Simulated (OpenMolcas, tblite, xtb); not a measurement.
## SiHCl2O (SMILES [O][SiH](Cl)Cl): methods side by side

SiHCl2O has 5 atoms, charge 0, and is taken as a doublet. As SMILES, `[O][SiH](Cl)Cl`. The coordinates come from a PBE0-D4/def2-TZVP relaxation.

Quantity: the dipole moment, in D. The values are calculated.

```csv
level,kind,program,value (D)
GFN1-xTB,semi-empirical,tblite,5.12
IPEA1-xTB,semi-empirical,tblite,4.26
GFN2-xTB,semi-empirical,tblite,2.97
GFN0-xTB,semi-empirical,xtb,1.39
UHF/STO-3G,Hartree–Fock,OpenMolcas,2.04
UHF/3-21G,Hartree–Fock,OpenMolcas,1.77
UHF/Ahlrichs_VDZ,Hartree–Fock,OpenMolcas,1.76
UHF/def2-SVP,Hartree–Fock,OpenMolcas,1.06
UHF/6-311G**,Hartree–Fock,OpenMolcas,1.20
U-r2SCAN/6-31G** (spherical functions),meta-GGA,OpenMolcas,1.20
```

The values span 1.06 to 5.12 D. Sets without polarisation functions give poor dipoles. Without the sets that lack polarisation functions the rows with a basis span only 1.06 to 1.20 D.

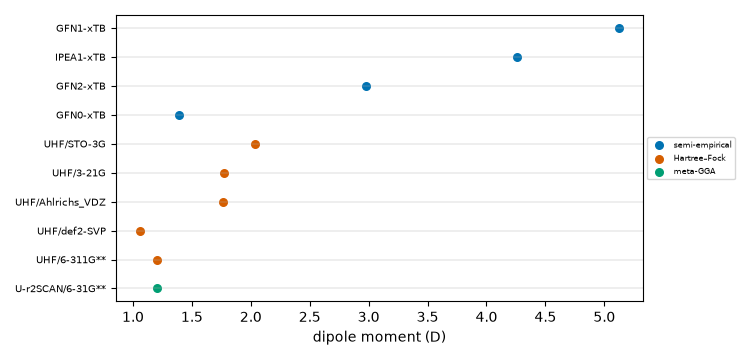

The values of the table, level by level.
